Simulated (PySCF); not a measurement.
**AlCl4: levels of theory**

The task, for AlCl4: compare levels of theory; the runs are relaxation and vibrations and intensities.

Computed with PySCF 2.14.0 (relaxation, HF, def2-tzvpd, and further levels as typed in the inputs, unless a step's input says otherwise).

### Step 1. The structure to begin with

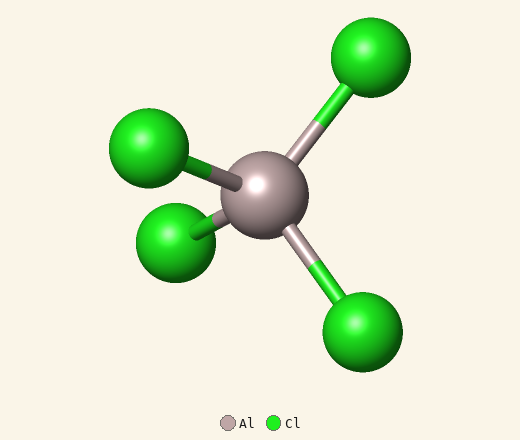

The starting structure, seen face on (aluminium light grey, chlorine green).

Coordinates:

```xyz
5

Al    0.0000    0.0000    0.0000
Cl    1.2413    1.2413    1.2413
Cl   -1.2413   -1.2413    1.2413
Cl   -1.2413    1.2413   -1.2413
Cl    1.2413   -1.2413   -1.2413
```

### Step 2. Relaxation: AlCl4, charge -1

The input, run.py:

```python
from pyscf import gto, scf
from pyscf.geomopt.geometric_solver import optimize
mol = gto.M(atom="mol.xyz", basis="def2-tzvpd", charge=-1, verbose=4)
mf = scf.RHF(mol).run(conv_tol=1e-9)
m = optimize(mf, maxsteps=60)
print("optimised structure (A):")
for k in range(m.natm): print(m.atom_symbol(k), *(f"{x:.8f}" for x in m.atom_coords(unit="A")[k]))
```

Started as:

```console
python run.py
```

What it wrote:

```text
[INPUT] num. atoms = 5
[INPUT] num. electrons = 82
[INPUT] charge = -1
[INPUT] spin (= nelec alpha-beta = 2S) = 0
[INPUT] symmetry False subgroup None
[INPUT] Mole.unit = angstrom
[INPUT] Symbol           X                Y                Z      unit          X                Y                Z       unit  Magmom
[INPUT]  1 Al     0.000000000000   0.000000000000   0.000000000000 AA    0.000000000000   0.000000000000   0.000000000000 Bohr   0.0
[INPUT]  2 Cl     1.241300000000   1.241300000000   1.241300000000 AA    2.345717038423   2.345717038423   2.345717038423 Bohr   0.0
[INPUT]  3 Cl    -1.241300000000  -1.241300000000   1.241300000000 AA   -2.345717038423  -2.345717038423   2.345717038423 Bohr   0.0
[INPUT]  4 Cl    -1.241300000000   1.241300000000  -1.241300000000 AA   -2.345717038423   2.345717038423  -2.345717038423 Bohr   0.0
[INPUT]  5 Cl     1.241300000000  -1.241300000000  -1.241300000000 AA    2.345717038423  -2.345717038423  -2.345717038423 Bohr   0.0

nuclear repulsion = 478.932112804121
number of shells = 79
number of NR pGTOs = 357
number of NR cGTOs = 227
basis = def2-tzvpd
ecp = {}

******** <class 'pyscf.scf.hf.RHF'> ********
method = RHF
initial guess = minao
damping factor = 0
level_shift factor = 0
DIIS = <class 'pyscf.scf.diis.CDIIS'>
diis_start_cycle = 1
diis_space = 8
diis_damp = 0
SCF conv_tol = 1e-09
SCF conv_tol_grad = None
SCF max_cycles = 50
direct_scf = True
direct_scf_tol = 1e-13
Set gradient conv threshold to 3.16228e-05
Initial guess from minao.
init E= -2080.43088242369
  HOMO = -0.435603353754546  LUMO = 0.0180809041522849  gap/eV = 12.34538
cycle= 1 E= -2080.32316492127  delta_E= 0.108  |g|= 0.391  |ddm|= 1.86
  HOMO = -0.265638383671105  LUMO = 0.153236448196219  gap/eV = 11.39816
cycle= 2 E= -2080.36436621893  delta_E= -0.0412  |g|= 0.184  |ddm|= 0.571
  HOMO = -0.27826657744188  LUMO = 0.153087729469552  gap/eV = 11.73775
cycle= 3 E= -2080.37184058347  delta_E= -0.00747  |g|= 0.0323  |ddm|= 0.172
  HOMO = -0.284836861655429  LUMO = 0.152836215005128  gap/eV = 11.90969
cycle= 4 E= -2080.37230342506  delta_E= -0.000463  |g|= 0.00942  |ddm|= 0.0498
  HOMO = -0.283203230817249  LUMO = 0.152904730768424  gap/eV = 11.86710
cycle= 5 E= -2080.37234155421  delta_E= -3.81e-05  |g|= 0.00277  |ddm|= 0.0147
  HOMO = -0.283438380026948  LUMO = 0.152890436445252  gap/eV = 11.87311
cycle= 6 E= -2080.37234543231  delta_E= -3.88e-06  |g|= 0.00068  |ddm|= 0.00353
  HOMO = -0.283431707847424  LUMO = 0.152889840208444  gap/eV = 11.87291
cycle= 7 E= -2080.37234580777  delta_E= -3.75e-07  |g|= 0.000117  |ddm|= 0.000989
  HOMO = -0.28343835194807  LUMO = 0.152889682522649  gap/eV = 11.87309
cycle= 8 E= -2080.37234581959  delta_E= -1.18e-08  |g|= 1.96e-05  |ddm|= 0.000234
  HOMO = -0.283439965108508  LUMO = 0.152889540725836  gap/eV = 11.87313
cycle= 9 E= -2080.37234581988  delta_E= -2.86e-10  |g|= 2.98e-06  |ddm|= 4.02e-05
  HOMO = -0.283439789226456  LUMO = 0.152889562364114  gap/eV = 11.87313
Extra cycle  E= -2080.37234581988  delta_E= -8.19e-12  |g|= 9.95e-07  |ddm|= 4.84e-06
converged SCF energy = -2080.37234581988
Create scanner for <class 'pyscf.grad.rhf.Gradients'>
Create scanner for <class 'pyscf.scf.hf.RHF'>

Geometry optimization cycle 1
Cartesian coordinates (Angstrom)
 Atom        New coordinates             dX        dY        dZ
  Al   0.000000   0.000000   0.000000    0.000000  0.000000  0.000000
  Cl   1.241300   1.241300   1.241300    0.000000  0.000000  0.000000
  Cl  -1.241300  -1.241300   1.241300    0.000000  0.000000  0.000000
  Cl  -1.241300   1.241300  -1.241300    0.000000  0.000000  0.000000
  Cl   1.241300  -1.241300  -1.241300    0.000000  0.000000  0.000000

WARN: Mole.unit (angstrom) is changed to Bohr

New geometry
   1 Al     0.000000000000   0.000000000000   0.000000000000 AA    0.000000000000   0.000000000000   0.000000000000 Bohr
   2 Cl     1.241300000000   1.241300000000   1.241300000000 AA    2.345717038423   2.345717038423   2.345717038423 Bohr
   3 Cl    -1.241300000000  -1.241300000000   1.241300000000 AA   -2.345717038423  -2.345717038423   2.345717038423 Bohr
   4 Cl    -1.241300000000   1.241300000000  -1.241300000000 AA   -2.345717038423   2.345717038423  -2.345717038423 Bohr
   5 Cl     1.241300000000  -1.241300000000  -1.241300000000 AA    2.345717038423  -2.345717038423  -2.345717038423 Bohr

******** <class 'pyscf.scf.hf.RHF_Scanner'> ********
method = RHF_Scanner
initial guess = minao
damping factor = 0
level_shift factor = 0
DIIS = <class 'pyscf.scf.diis.CDIIS'>
diis_start_cycle = 1
diis_space = 8
diis_damp = 0
SCF conv_tol = 1e-09
SCF conv_tol_grad = None
SCF max_cycles = 50
direct_scf = True
direct_scf_tol = 1e-13
Set gradient conv threshold to 3.16228e-05
init E= -2080.37234581988
  HOMO = -0.283439850333422  LUMO = 0.152889562893703  gap/eV = 11.87313
cycle= 1 E= -2080.37234581988  delta_E= -1.36e-12  |g|= 4.53e-07  |ddm|= 1.39e-06
  HOMO = -0.283439860059883  LUMO = 0.152889562638295  gap/eV = 11.87313
Extra cycle  E= -2080.37234581989  delta_E= -2.73e-12  |g|= 1.91e-07  |ddm|= 6.11e-07
converged SCF energy = -2080.37234581989

******** <class 'pyscf.grad.rhf.Gradients_Scanner'> for <class 'pyscf.scf.hf.RHF_Scanner'> ********
unit = Eh/Bohr
--------------- RHF_Scanner gradients ---------------
         x                y                z
0 Al    -0.0000000000    -0.0000000000     0.0000000000
1 Cl    -0.0025894899    -0.0025894899    -0.0025894899
2 Cl     0.0025894899     0.0025894899    -0.0025894899
3 Cl     0.0025894899    -0.0025894899     0.0025894899
4 Cl    -0.0025894899     0.0025894899     0.0025894899
----------------------------------------------
cycle 1: E = -2080.37234582  dE = -2080.37  norm(grad) = 0.00897026

Geometry optimization cycle 2
Cartesian coordinates (Angstrom)
 Atom        New coordinates             dX        dY        dZ
  Al   0.000000  -0.000000   0.000000    0.000000 -0.000000  0.000000
  Cl   1.247574   1.247574   1.247574    0.006274  0.006274  0.006274
  Cl  -1.247574  -1.247574   1.247574   -0.006274 -0.006274  0.006274
  Cl  -1.247574   1.247574  -1.247574   -0.006274  0.006274 -0.006274
  Cl   1.247574  -1.247574  -1.247574    0.006274 -0.006274 -0.006274
New geometry
   1 Al     0.000000000001  -0.000000000006   0.000000000003 AA    0.000000000002  -0.000000000011   0.000000000006 Bohr
   2 Cl     1.247573795558   1.247573795552   1.247573795567 AA    2.357572793788   2.357572793777   2.357572793805 Bohr
   3 Cl    -1.247573795560  -1.247573795567   1.247573795559 AA   -2.357572793792  -2.357572793805   2.357572793791 Bohr
   4 Cl    -1.247573795556   1.247573795553  -1.247573795557 AA   -2.357572793786   2.357572793780  -2.357572793786 Bohr
   5 Cl     1.247573795562  -1.247573795564  -1.247573795555 AA    2.357572793796  -2.357572793799  -2.357572793784 Bohr

******** <class 'pyscf.scf.hf.RHF_Scanner'> ********
method = RHF_Scanner
initial guess = minao
damping factor = 0
level_shift factor = 0
DIIS = <class 'pyscf.scf.diis.CDIIS'>
diis_start_cycle = 1
diis_space = 8
diis_damp = 0
SCF conv_tol = 1e-09
SCF conv_tol_grad = None
SCF max_cycles = 50
direct_scf = True
direct_scf_tol = 1e-13
Set gradient conv threshold to 3.16228e-05
init E= -2080.36112760737
  HOMO = -0.287432073534285  LUMO = 0.151146724304018  gap/eV = 11.93434
cycle= 1 E= -2080.37255542591  delta_E= -0.0114  |g|= 0.00693  |ddm|= 0.0177
  HOMO = -0.283507215581121  LUMO = 0.152758562322421  gap/eV = 11.87140
cycle= 2 E= -2080.37256677039  delta_E= -1.13e-05  |g|= 0.00391  |ddm|= 0.00788
  HOMO = -0.284067786180062  LUMO = 0.152726822716816  gap/eV = 11.88579
cycle= 3 E= -2080.37257037815  delta_E= -3.61e-06  |g|= 0.000397  |ddm|= 0.00266
  HOMO = -0.284157898225286  LUMO = 0.152720952787183  gap/eV = 11.88808
cycle= 4 E= -2080.37257043451  delta_E= -5.64e-08  |g|= 0.000139  |ddm|= 0.000622
  HOMO = -0.28415514555673  LUMO = 0.152720174476526  gap/eV = 11.88798
cycle= 5 E= -2080.37257044272  delta_E= -8.21e-09  |g|= 3.3e-05  |ddm|= 0.000219
  HOMO = -0.284155783577865  LUMO = 0.152720022499446  gap/eV = 11.88800
cycle= 6 E= -2080.37257044345  delta_E= -7.33e-10  |g|= 7.35e-06  |ddm|= 5.98e-05
  HOMO = -0.28415533436311  LUMO = 0.152720071485733  gap/eV = 11.88799
Extra cycle  E= -2080.3725704435  delta_E= -4.37e-11  |g|= 3.23e-06  |ddm|= 1.07e-05
converged SCF energy = -2080.3725704435

******** <class 'pyscf.grad.rhf.Gradients_Scanner'> for <class 'pyscf.scf.hf.RHF_Scanner'> ********
unit = Eh/Bohr
--------------- RHF_Scanner gradients ---------------
         x                y                z
0 Al    -0.0000000000     0.0000000000    -0.0000000000
1 Cl    -0.0005828384    -0.0005828384    -0.0005828384
2 Cl     0.0005828384     0.0005828384    -0.0005828384
3 Cl     0.0005828384    -0.0005828384     0.0005828384
4 Cl    -0.0005828384     0.0005828384     0.0005828384
----------------------------------------------
cycle 2: E = -2080.37257044  dE = -0.000224624  norm(grad) = 0.00201901

Geometry optimization cycle 3
Cartesian coordinates (Angstrom)
 Atom        New coordinates             dX        dY        dZ
  Al  -0.000000  -0.000000   0.000000   -0.000000  0.000000  0.000000
  Cl   1.249396   1.249396   1.249396    0.001822  0.001822  0.001822
  Cl  -1.249396  -1.249396   1.249396   -0.001822 -0.001822  0.001822
  Cl  -1.249396   1.249396  -1.249396   -0.001822  0.001822 -0.001822
  Cl   1.249396  -1.249396  -1.249396    0.001822 -0.001822 -0.001822
New geometry
   1 Al    -0.000000000001  -0.000000000005   0.000000000008 AA   -0.000000000003  -0.000000000010   0.000000000016 Bohr
   2 Cl     1.249396039654   1.249396039656   1.249396039672 AA    2.361016336062   2.361016336067   2.361016336097 Bohr
   3 Cl    -1.249396039663  -1.249396039666   1.249396039669 AA   -2.361016336078  -2.361016336084   2.361016336090 Bohr
   4 Cl    -1.249396039657   1.249396039655  -1.249396039657 AA   -2.361016336069   2.361016336064  -2.361016336068 Bohr
   5 Cl     1.249396039660  -1.249396039664  -1.249396039652 AA    2.361016336074  -2.361016336081  -2.361016336059 Bohr

******** <class 'pyscf.scf.hf.RHF_Scanner'> ********
method = RHF_Scanner
initial guess = minao
damping factor = 0
level_shift factor = 0
DIIS = <class 'pyscf.scf.diis.CDIIS'>
diis_start_cycle = 1
diis_space = 8
diis_damp = 0
SCF conv_tol = 1e-09
SCF conv_tol_grad = None
SCF max_cycles = 50
direct_scf = True
direct_scf_tol = 1e-13
Set gradient conv threshold to 3.16228e-05
init E= -2080.36924286243
  HOMO = -0.285320594225963  LUMO = 0.152208481845056  gap/eV = 11.90577
cycle= 1 E= -2080.37258151365  delta_E= -0.00334  |g|= 0.00202  |ddm|= 0.00508
  HOMO = -0.284170615064065  LUMO = 0.152681576296251  gap/eV = 11.88735
cycle= 2 E= -2080.37258248554  delta_E= -9.72e-07  |g|= 0.00115  |ddm|= 0.00231
  HOMO = -0.284334636163394  LUMO = 0.152672130750665  gap/eV = 11.89156
cycle= 3 E= -2080.37258279497  delta_E= -3.09e-07  |g|= 0.000116  |ddm|= 0.000778
  HOMO = -0.284361383138292  LUMO = 0.152670380317098  gap/eV = 11.89224
cycle= 4 E= -2080.37258279974  delta_E= -4.77e-09  |g|= 4.05e-05  |ddm|= 0.000181
  HOMO = -0.284360578906143  LUMO = 0.15267014942368  gap/eV = 11.89221
cycle= 5 E= -2080.37258280045  delta_E= -7.03e-10  |g|= 9.67e-06  |ddm|= 6.39e-05
  HOMO = -0.284360508032473  LUMO = 0.152670138794009  gap/eV = 11.89221
Extra cycle  E= -2080.3725828005  delta_E= -4.82e-11  |g|= 4.02e-06  |ddm|= 1.23e-05
converged SCF energy = -2080.3725828005

******** <class 'pyscf.grad.rhf.Gradients_Scanner'> for <class 'pyscf.scf.hf.RHF_Scanner'> ********
unit = Eh/Bohr
--------------- RHF_Scanner gradients ---------------
         x                y                z
0 Al    -0.0000000000     0.0000000000     0.0000000000
1 Cl    -0.0000162401    -0.0000162401    -0.0000162401
2 Cl     0.0000162401     0.0000162401    -0.0000162401
3 Cl     0.0000162401    -0.0000162401     0.0000162401
4 Cl    -0.0000162401     0.0000162401     0.0000162401
----------------------------------------------
cycle 3: E = -2080.3725828  dE = -1.2357e-05  norm(grad) = 5.62572e-05

Geometry optimization cycle 4
Cartesian coordinates (Angstrom)
 Atom        New coordinates             dX        dY        dZ
  Al  -0.000000  -0.000000   0.000000   -0.000000 -0.000000 -0.000000
  Cl   1.249448   1.249448   1.249448    0.000052  0.000052  0.000052
  Cl  -1.249448  -1.249448   1.249448   -0.000052 -0.000052  0.000052
  Cl  -1.249448   1.249448  -1.249448   -0.000052  0.000052 -0.000052
  Cl   1.249448  -1.249448  -1.249448    0.000052 -0.000052 -0.000052
New geometry
   1 Al    -0.000000000003  -0.000000000006   0.000000000007 AA   -0.000000000006  -0.000000000012   0.000000000014 Bohr
   2 Cl     1.249448269528   1.249448269534   1.249448269547 AA    2.361115036220   2.361115036230   2.361115036256 Bohr
   3 Cl    -1.249448269543  -1.249448269545   1.249448269541 AA   -2.361115036247  -2.361115036251   2.361115036244 Bohr
   4 Cl    -1.249448269537   1.249448269529  -1.249448269534 AA   -2.361115036237   2.361115036222  -2.361115036231 Bohr
   5 Cl     1.249448269538  -1.249448269543  -1.249448269526 AA    2.361115036238  -2.361115036248  -2.361115036216 Bohr

******** <class 'pyscf.scf.hf.RHF_Scanner'> ********
method = RHF_Scanner
initial guess = minao
damping factor = 0
level_shift factor = 0
DIIS = <class 'pyscf.scf.diis.CDIIS'>
diis_start_cycle = 1
diis_space = 8
diis_damp = 0
SCF conv_tol = 1e-09
SCF conv_tol_grad = None
SCF max_cycles = 50
direct_scf = True
direct_scf_tol = 1e-13
Set gradient conv threshold to 3.16228e-05
init E= -2080.37248690055
  HOMO = -0.284394057496179  LUMO = 0.152655430500209  gap/eV = 11.89272
cycle= 1 E= -2080.37258280927  delta_E= -9.59e-05  |g|= 5.88e-05  |ddm|= 0.000146
  HOMO = -0.284361035646493  LUMO = 0.152669016386235  gap/eV = 11.89219
cycle= 2 E= -2080.3725828101  delta_E= -8.34e-10  |g|= 3.34e-05  |ddm|= 6.69e-05
  HOMO = -0.284365775063965  LUMO = 0.152668742227438  gap/eV = 11.89231
cycle= 3 E= -2080.37258281036  delta_E= -2.65e-10  |g|= 3.54e-06  |ddm|= 2.28e-05
  HOMO = -0.284366574096427  LUMO = 0.15266869010865  gap/eV = 11.89234
Extra cycle  E= -2080.37258281036  delta_E= 7.28e-12  |g|= 1.22e-06  |ddm|= 5.45e-06
converged SCF energy = -2080.37258281036

******** <class 'pyscf.grad.rhf.Gradients_Scanner'> for <class 'pyscf.scf.hf.RHF_Scanner'> ********
unit = Eh/Bohr
--------------- RHF_Scanner gradients ---------------
         x                y                z
0 Al     0.0000000000    -0.0000000000    -0.0000000000
1 Cl    -0.0000002189    -0.0000002189    -0.0000002189
2 Cl     0.0000002189     0.0000002189    -0.0000002189
3 Cl     0.0000002189    -0.0000002189     0.0000002189
4 Cl    -0.0000002189     0.0000002189     0.0000002189
----------------------------------------------
cycle 4: E = -2080.37258281  dE = -9.8612e-09  norm(grad) = 7.58365e-07
optimised structure (A):
Al -0.00000000 -0.00000000 0.00000000
Cl 1.24944827 1.24944827 1.24944827
Cl -1.24944827 -1.24944827 1.24944827
Cl -1.24944827 1.24944827 -1.24944827
Cl 1.24944827 -1.24944827 -1.24944827
```

It took 2.1 min on 4 threads of Intel Xeon Platinum 8488C (Sapphire Rapids), shared host.

### Step 3. Vibrations and intensities: vibrations and intensities, HF, def2-tzvpd

It takes the final geometry of step 2.

The input, run.py:

```python
from pyscf import gto, scf
from pyscf.hessian import thermo
import numpy as np
mol = gto.M(atom="mol.xyz", basis="def2-tzvpd", charge=-1, verbose=4)
mf = scf.RHF(mol).run(conv_tol=1e-9)
mol.verbose = 0; x = mol.atom_coords(); n = x.size; h = np.zeros((n, n + 3))
def point(d):
    m = mol.set_geom_(x + d.reshape(-1, 3), unit="Bohr", inplace=False); s = scf.RHF(m)
    s.run(mf.make_rdm1(), conv_tol=1e-10); g = s.nuc_grad_method()
    return np.append(g.kernel(), s.dip_moment(unit="AU", verbose=0))
for k in range(n): d = np.zeros(n); d[k] = 0.01; h[k] = (point(d) - point(-d)) / 0.02
H = (h[:, :n] + h[:, :n].T) / 2
f = thermo.harmonic_analysis(mol, H.reshape(mol.natm, 3, mol.natm, 3).transpose(0, 2, 1, 3))
print("harmonic vibrations: frequency (1/cm), infrared intensity (km/mol)")
for w, q in zip(f["freq_wavenumber"], f["norm_mode"]): t = q.ravel() @ h[:, n:]; print(f"  {w.real - w.imag:9.2f} {974.88 * t @ t:9.2f}")
```

Started as:

```console
python run.py
```

What it wrote:

```text
[INPUT] num. atoms = 5
[INPUT] num. electrons = 82
[INPUT] charge = -1
[INPUT] spin (= nelec alpha-beta = 2S) = 0
[INPUT] symmetry False subgroup None
[INPUT] Mole.unit = angstrom
[INPUT] Symbol           X                Y                Z      unit          X                Y                Z       unit  Magmom
[INPUT]  1 Al     0.000000000000   0.000000000000   0.000000000000 AA    0.000000000000   0.000000000000   0.000000000000 Bohr   0.0
[INPUT]  2 Cl     1.249448270000   1.249448270000   1.249448270000 AA    2.361115037112   2.361115037112   2.361115037112 Bohr   0.0
[INPUT]  3 Cl    -1.249448270000  -1.249448270000   1.249448270000 AA   -2.361115037112  -2.361115037112   2.361115037112 Bohr   0.0
[INPUT]  4 Cl    -1.249448270000   1.249448270000  -1.249448270000 AA   -2.361115037112   2.361115037112  -2.361115037112 Bohr   0.0
[INPUT]  5 Cl     1.249448270000  -1.249448270000  -1.249448270000 AA    2.361115037112  -2.361115037112  -2.361115037112 Bohr   0.0

nuclear repulsion = 475.808759672583
number of shells = 79
number of NR pGTOs = 357
number of NR cGTOs = 227
basis = def2-tzvpd
ecp = {}

******** <class 'pyscf.scf.hf.RHF'> ********
method = RHF
initial guess = minao
damping factor = 0
level_shift factor = 0
DIIS = <class 'pyscf.scf.diis.CDIIS'>
diis_start_cycle = 1
diis_space = 8
diis_damp = 0
SCF conv_tol = 1e-09
SCF conv_tol_grad = None
SCF max_cycles = 50
direct_scf = True
direct_scf_tol = 1e-13
Set gradient conv threshold to 3.16228e-05
Initial guess from minao.
init E= -2080.38353936223
  HOMO = -0.435671272677513  LUMO = 0.0152009257574335  gap/eV = 12.26886
cycle= 1 E= -2080.32226894212  delta_E= 0.0613  |g|= 0.395  |ddm|= 1.85
  HOMO = -0.266694297714239  LUMO = 0.152964126303497  gap/eV = 11.41949
cycle= 2 E= -2080.36419434202  delta_E= -0.0419  |g|= 0.188  |ddm|= 0.574
  HOMO = -0.279205470247863  LUMO = 0.152868550698076  gap/eV = 11.75733
cycle= 3 E= -2080.37207017897  delta_E= -0.00788  |g|= 0.0323  |ddm|= 0.174
  HOMO = -0.285758154029162  LUMO = 0.152612054151535  gap/eV = 11.92866
cycle= 4 E= -2080.37253986058  delta_E= -0.00047  |g|= 0.0094  |ddm|= 0.05
  HOMO = -0.284128136429665  LUMO = 0.152684268615538  gap/eV = 11.88627
cycle= 5 E= -2080.3725785273  delta_E= -3.87e-05  |g|= 0.00278  |ddm|= 0.0148
  HOMO = -0.284366159449887  LUMO = 0.152669473162448  gap/eV = 11.89235
cycle= 6 E= -2080.37258242071  delta_E= -3.89e-06  |g|= 0.000681  |ddm|= 0.00351
  HOMO = -0.284358395722908  LUMO = 0.152668963842326  gap/eV = 11.89212
cycle= 7 E= -2080.37258279803  delta_E= -3.77e-07  |g|= 0.000117  |ddm|= 0.000988
  HOMO = -0.284364963638792  LUMO = 0.152668809868083  gap/eV = 11.89229
cycle= 8 E= -2080.37258281006  delta_E= -1.2e-08  |g|= 1.98e-05  |ddm|= 0.000236
  HOMO = -0.2843666469267  LUMO = 0.15266865976696  gap/eV = 11.89234
cycle= 9 E= -2080.37258281037  delta_E= -3.06e-10  |g|= 2.89e-06  |ddm|= 4.1e-05
  HOMO = -0.284366466401284  LUMO = 0.152668682521626  gap/eV = 11.89233
Extra cycle  E= -2080.37258281037  delta_E= -3.64e-12  |g|= 9.8e-07  |ddm|= 4.83e-06
converged SCF energy = -2080.37258281037
harmonic vibrations: frequency (1/cm), infrared intensity (km/mol)
     118.24      0.00
     118.24      0.00
     183.90      6.89
     183.90      6.89
     183.90      6.89
     348.99      0.00
     497.22    192.60
     497.22    192.60
     497.22    192.60
```

It took 15 min on 4 threads of Intel Xeon Platinum 8488C (Sapphire Rapids), shared host.

Harmonic frequencies from the force constants, with isotope-averaged masses (PySCF's default) and rigid motions projected out (i: imaginary):

```
mode  cm⁻¹  IR (km/mol)
   1   118          0.0
   2   118          0.0
   3   184          6.9
   4   184          6.9
   5   184          6.9
   6   349          0.0
   7   497        192.6
   8   497        192.6
   9   497        192.6
```

[end of part 1 of 3]
